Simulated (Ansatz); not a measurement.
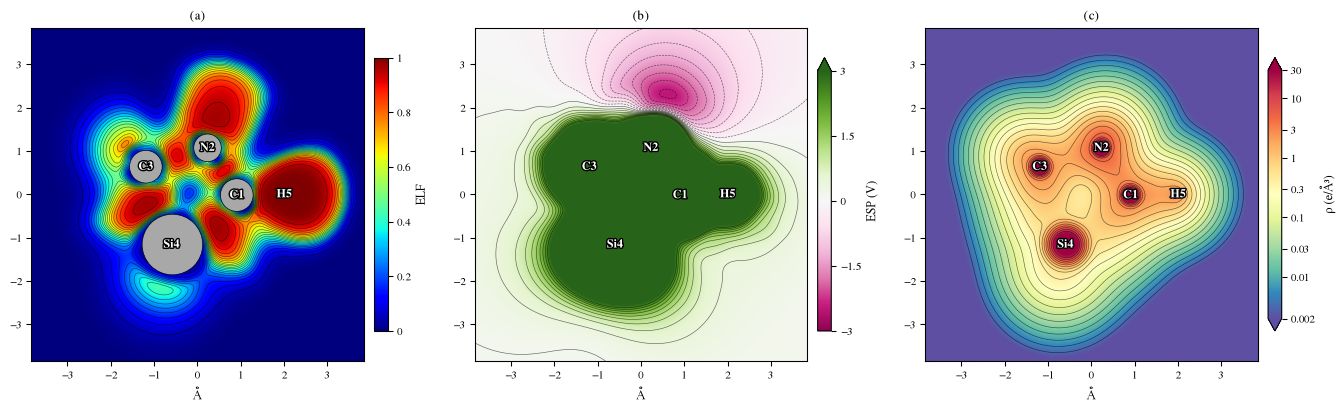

Figure. C$_{2}$H$_{5}$NSi. (a) electron localisation function; (b) electrostatic potential; (c) electron density on the plane of atoms N2, C1 and Si4. Grey discs cover the atomic cores in the ELF map.

Geometry: PBE0-D4/def2-TZVP.

Level of theory: Ansatz, RKS PBE0-D4/def2-TZVPP.

Input

```
crystal:
  periodic: [false, false, false]
  atoms:
    - {symbol: C, position_ang: [-0.741619, 0.493219, -0.974156]}
    - {symbol: N, position_ang: [0.511846, 0.755029, -1.053404]}
    - {symbol: C, position_ang: [1.112592, 0.092896, 0.136372]}
    - {symbol: Si, position_ang: [-0.625264, -0.504171, 0.607085]}
    - {symbol: H, position_ang: [-1.436960, 0.860072, -1.728188]}
    - {symbol: H, position_ang: [1.856541, -0.647564, -0.164886]}
    - {symbol: H, position_ang: [1.605894, 0.824253, 0.780044]}
    - {symbol: H, position_ang: [-0.926979, -1.962076, 0.544078]}
    - {symbol: H, position_ang: [-1.267452, 0.041943, 1.835858]}
basis:
  gaussian: {orbitals: def2-TZVPP}
hamiltonian: {xc: pbe0, dispersion: d4}
output: {orbitals: {seedname: orbitals}}
```

Run with:

```sh
ansatz run in.yaml --threads 2 --pin off --events-out ev --progress --plain --max-ram 4352MiB
```

**Read the bonding off the picture.**

- The section cuts through C, N, Si and H sites.
- C–N (1.28 Å): the density is about 2.8 e/Å³ at the midpoint; the ELF peaks at about 0.90 between the atoms, as expected for localised, covalent bonding.
- C–Si (1.87 Å): ρ at the midpoint is about 0.92 e/Å³; the ELF peaks at about 0.95 between the atoms, as expected for localised, covalent bonding.
- C–H (1.09 Å): ρ is about 2.1 e/Å³ halfway; the ELF climbs to about 1 towards the hydrogen, as it does in any bond to H; an ordinary covalent bond to hydrogen.
- The ELF also peaks beside N2, away from the bonds: lone-pair regions.
- Outside the dense part of the molecule the potential is most negative (−2.5 V) near N2.
